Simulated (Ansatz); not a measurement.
Bands of a (8,0) blue phosphorus nanotube, along its axis.

These are PBE (plane waves to 420 eV, PAW; Ansatz, an electronic-structure program) values and carry that method's errors. Mesh 1×1×6. No spin polarisation. One-dimensional cell, images about 11 Å apart. A hypothetical model, rolled from the flat sheet. Symmetry and one short period hold its shape; lower forms weren't sought.

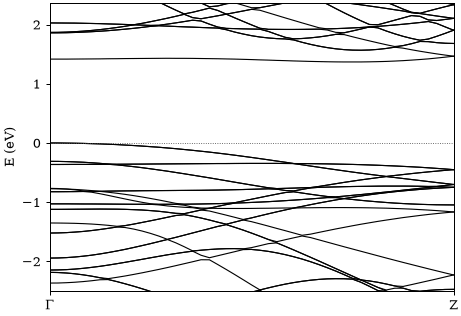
Figure. Bands from the zone centre to the zone edge (period 5.63 Å); the dotted line marks the highest filled level

### Question
Is it a metal or a semiconductor at this level? Give what the bands show.

### Answer
A semiconductor in PBE.
| Property | Value |
|---|---|
| PBE gap | 1.37 eV, indirect, from Γ to k = 0.375 × 2π/c |
